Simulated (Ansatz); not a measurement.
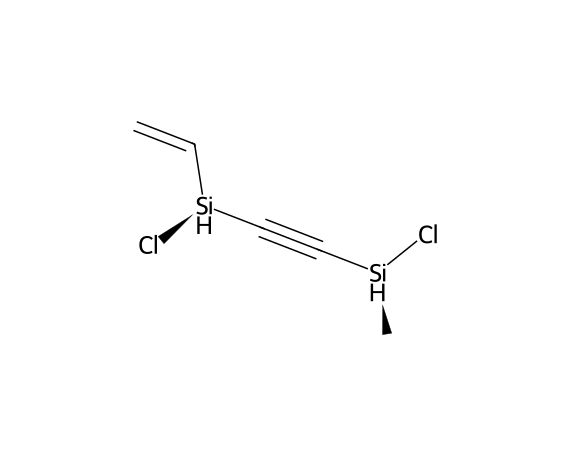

Computed geometry: PBE-D4/def2-SVP optimisation. No frequency run is at hand to confirm it as a minimum. Method: RKS PBE-D4/def2-SVP (Ansatz 0.2.0).

What is the dispersion correction?

Answer. −49.0 kJ/mol.

What is the dipole moment?

Answer. 0.40 D.
